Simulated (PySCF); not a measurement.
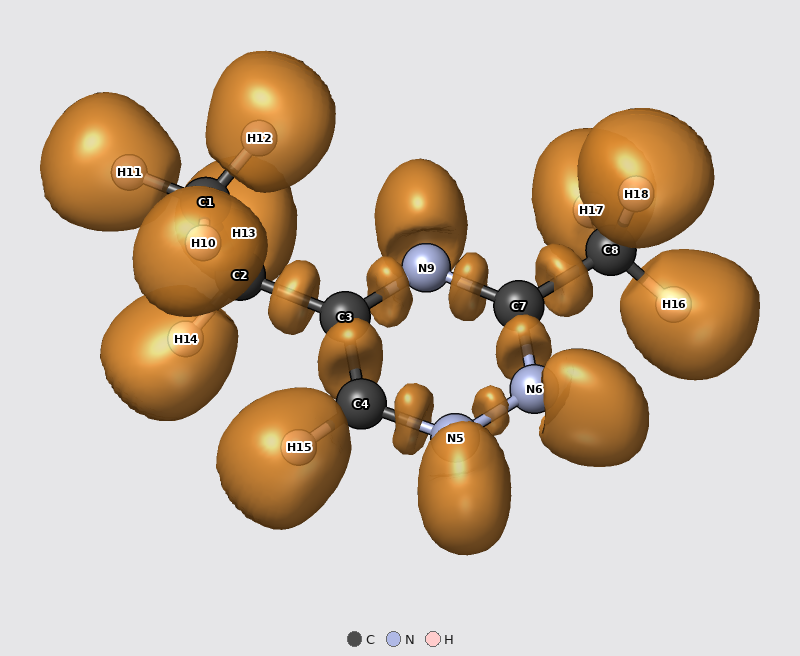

The picture shows: C6H9N3. Isosurface of the electron localisation function at 0.8 (orange), seen at a tilt. Only the valence region is drawn (cores and ρ < 0.01 e/Å³ removed).

Geometry: GFN2-xTB.

Theory: PBE0/def2-SVPD, SCF density, gas phase in PySCF.

```xyz
18

C    -2.4916    0.4202    0.7555
C    -1.8357    0.0857   -0.5868
C    -0.4333   -0.3806   -0.3657
C    -0.1125   -1.7139   -0.0679
N     1.1367   -2.0823    0.1262
N     2.0882   -1.1948    0.0590
C     1.7806    0.0668   -0.1990
C     2.8866    1.0623   -0.2380
N     0.5413    0.5104   -0.4254
H    -2.5092   -0.4534    1.4041
H    -3.5129    0.7569    0.5967
H    -1.9374    1.2115    1.2547
H    -1.8125    0.9792   -1.2115
H    -2.4056   -0.6964   -1.0923
H    -0.8589   -2.4917    0.0016
H     3.8025    0.5862   -0.5751
H     2.6140    1.8892   -0.8872
H     3.0509    1.4511    0.7663
```

> Describe the localisation domains.

At this value the surface marks out four regions between bonded C–C atoms (shared pairs), four regions between bonded C–N atoms (shared pairs), one region between bonded N–N atoms (shared pairs), nine regions around hydrogen nuclei and three lobes on N, pointing away from the bonds (lone pairs).

Values along the shortest contacts:
N–N (1.30 Å): the ELF peaks at about 0.90 between the atoms, as expected for a covalent bond. C–N (1.32 Å): the ELF peaks at about 0.95 between the atoms, as expected for a covalent bond.
